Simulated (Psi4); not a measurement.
# SiH4Te (SMILES [SiH3][TeH]): MP2/def2-TZVP (core potential, density fitting for correlation, dipole perturbation λ (added as +λ·μ, a field of −λ) (0, 0, 0.001) a.u.)

Aim: the electrostatic solvation energy at fixed shape (C-PCM, acetonitrile) of SiH4Te at MP2/def2-TZVP (core potential, density fitting for correlation, dipole perturbation λ (added as +λ·μ, a field of −λ) (0, 0, 0.001) a.u.), from 2 runs. 

The results are computed with Psi4 1.11.

3 further runs of the same task are left out: 2 that didn't finish, 1 set aside as unsound or not needed.

**1. The system as given**

SiH4Te has 6 atoms, charge 0, and is taken as a singlet. As SMILES, `[SiH3][TeH]`. Geometry: relaxed at PBE0-D4/def2-TZVP.

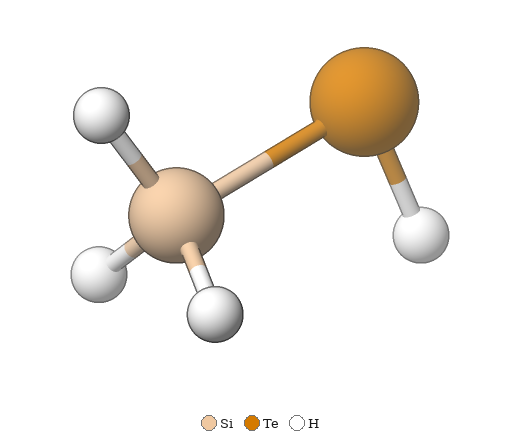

The structure, seen from a chosen angle (silicon light orange, tellurium orange, hydrogen white).

**2. The energy in a field at MP2/def2-TZVP (core potential, density fitting for correlation, dipole perturbation λ (added as +λ·μ, a field of −λ) (0, 0, 0.001) a.u.)**

Input file h4site.dat:

```
memory 1600 MB

molecule geom {
  0 1
  Si
  Te 1 2.493939
  H 1 1.483955 2 111.44126
  H 1 1.484005 3 109.8505 2 -115.82882
  H 1 1.483951 3 109.30259 4 -120.61639
  H 2 1.65804 1 91.68744 5 -60.88213
  symmetry c1
  no_reorient
  no_com
}

set scf_type direct
set num_frozen_docc 9
set mp2_type df
set perturb_h true
set perturb_with dipole
set perturb_dipole [0.0, 0.0, 0.001]

e_tot, wfn = energy('mp2/def2-TZVP', return_wfn=True)
print_variables()
```

Started as:

```console
$ psi4 h4site.dat h4site.out -n 1
```

h4site.out:

```text
[...]
    !!!  WARNING: ECP capability is in beta. Please check occupations closely.  !!!
[...]
  Running in c1 symmetry.
[...]
  Nuclear repulsion =  108.980098410696016
[...]
  Multiplicity = 1
[...]
  Nalpha       = 21
  Nbeta        = 21
[...]
    Number of basis functions: 111
[...]
   @DF-RHF iter   1:  -558.06207273831865   -2.28573e+00   5.82293e-03 ADIIS/DIIS
[...]
   @RHF iter  18:  -558.28386849283311   -7.50333e-12   5.68185e-09 DIIS
[...]
    Orbital Energies [Eh]
    ---------------------
    Doubly Occupied:
       1A    -68.797739     2A     -7.110813     3A     -6.146361
       4A     -5.081169     5A     -5.077588     6A     -5.072631
       7A     -4.252842     8A     -4.252209     9A     -4.252010
      10A     -1.940383    11A     -1.937527    12A     -1.931585
      13A     -1.927848    14A     -1.927591    15A     -0.831957
      16A     -0.702029    17A     -0.509542    18A     -0.497906
      19A     -0.465461    20A     -0.397574    21A     -0.321872
[...]
  @RHF Final Energy:  -558.28386849283311
   => Energetics <=
    Nuclear Repulsion Energy =            108.9800984106960158
    One-Electron Energy =               -1087.6586577953839878
    Two-Electron Energy =                 420.3946908918549070
    Total Energy =                       -558.2838684928331077
[...]
 Multipole Moments:
 ------------------------------------------------------------------------------------
     Multipole            Electronic (a.u.)      Nuclear  (a.u.)        Total (a.u.)
 ------------------------------------------------------------------------------------
 L = 1.  Multiply by 2.5417464519 to convert [e a0] to [Debye]
 Dipole X            :          1.8209220           -1.9078434           -0.0869214
 Dipole Y            :         -0.9877582            1.0351987            0.0474406
 Dipole Z            :         43.8227475          -44.1980092           -0.3752617
 Magnitude           :                                                    0.3881073
[...]
```

It took 6.3 s on 1 thread of INTEL XEON PLATINUM 8581C at 2.10GHz (Emerald Rapids), shared host; peak memory 0.24 GiB.

**3. The energy in a field at MP2/def2-TZVP (core potential, density fitting for correlation, C-PCM acetonitrile, dipole perturbation λ (added as +λ·μ, a field of −λ) (0, 0, 0.001) a.u.)**

Input file h4site.py:

```python
import psi4

psi4.set_memory('1600 MB')
psi4.set_num_threads(1)
psi4.core.set_output_file('output.dat', False)

geom = psi4.geometry("""
Si
Te 1 2.493939
H 1 1.483955 2 111.44126
H 1 1.484005 3 109.8505 2 -115.82882
H 1 1.483951 3 109.30259 4 -120.61639
H 2 1.65804 1 91.68744 5 -60.88213
units angstrom
symmetry c1
no_reorient
no_com
""")

psi4.set_options({
    'scf_type': 'direct',
    'num_frozen_docc': 9,
    'mp2_type': 'df',
    'perturb_h': True,
    'perturb_with': 'dipole',
    'perturb_dipole': [0.0, 0.0, 0.001],
    'pcm': True,
})
psi4.pcm_helper("""
  Units = Angstrom
  Medium {
    SolverType = CPCM
    Solvent = Acetonitrile
  }
  Cavity {
    Type = GePol
    RadiiSet = UFF
    Scaling = False
    Area = 0.4
    Mode = Implicit
  }
""")

result = psi4.energy("mp2/def2-TZVP", molecule=geom)
print('E =', round(result, 9))
```

Started as:

```console
$ python h4site.py
```

output.dat:

```text
[...]
    !!!  WARNING: ECP capability is in beta. Please check occupations closely.  !!!
[...]
  Running in c1 symmetry.
[...]
  Nuclear repulsion =  108.980098410696016
[...]
  Multiplicity = 1
[...]
  Nalpha       = 21
  Nbeta        = 21
[...]
    Number of basis functions: 111
[...]
   @DF-RHF iter   1:  -558.08733606591250   -2.36273e+00   5.59412e-03 ADIIS/DIIS
[...]
   @RHF iter  17:  -558.28782688528952   -6.02540e-12   5.19187e-09 DIIS
[...]
    Orbital Energies [Eh]
    ---------------------
    Doubly Occupied:
       1A    -68.787869     2A     -7.104581     3A     -6.136087
       4A     -5.074801     5A     -5.071236     6A     -5.066724
       7A     -4.242590     8A     -4.241894     9A     -4.241736
      10A     -1.933847    11A     -1.930970    12A     -1.925527
      13A     -1.921807    14A     -1.921669    15A     -0.824174
      16A     -0.690433    17A     -0.497394    18A     -0.486661
      19A     -0.455291    20A     -0.390166    21A     -0.319530
[...]
  @RHF Final Energy:  -558.28782688528952
   => Energetics <=
    Nuclear Repulsion Energy =            108.9800984106960158
    One-Electron Energy =               -1087.5710078530271403
    Two-Electron Energy =                 420.3075622225993584
    PCM Polarization Energy =              -0.0044796655577090
    Total Energy =                       -558.2878268852895189
[...]
 Multipole Moments:
 ------------------------------------------------------------------------------------
     Multipole            Electronic (a.u.)      Nuclear  (a.u.)        Total (a.u.)
 ------------------------------------------------------------------------------------
 L = 1.  Multiply by 2.5417464519 to convert [e a0] to [Debye]
 Dipole X            :          1.7853558           -1.9078434           -0.1224876
 Dipole Y            :         -0.9682730            1.0351987            0.0669257
 Dipole Z            :         43.6462913          -44.1980092           -0.5517179
 Magnitude           :                                                    0.5691001
[...]
```

On the terminal:

```text
E = -558.8724795
```

Wall time 9 s (1 thread of INTEL XEON PLATINUM 8581C at 2.10GHz (Emerald Rapids), shared host); peak memory 0.25 GiB.

**4. Results**

At MP2/def2-TZVP (core potential, density fitting for correlation, dipole perturbation λ (added as +λ·μ, a field of −λ) (0, 0, 0.001) a.u.), 9 core orbitals frozen:

| quantity | value |
| --- | --- |
| gas phase: total energy | -558.86945 Eh |
| gas phase: HOMO–LUMO gap (Hartree–Fock orbitals) | 11.03 eV |
| gas phase: correlation energy (9 core orbitals frozen) | -585.6 mEh |
| C-PCM, acetonitrile: total energy | -558.87248 Eh |
| C-PCM, acetonitrile: HOMO–LUMO gap (Hartree–Fock orbitals) | 11.23 eV |
| C-PCM, acetonitrile: correlation energy (9 core orbitals frozen) | -584.7 mEh |
| C-PCM, acetonitrile: solvent term in the energy | -11.8 kJ/mol |
| energy change from gas to solvent at fixed shape | -0.082 eV |

The solvent model (C-PCM, acetonitrile) lowers the energy by 0.08 eV (−8.0 kJ/mol) at the same shape. It holds the electrostatic part alone, without cavity or dispersion terms.
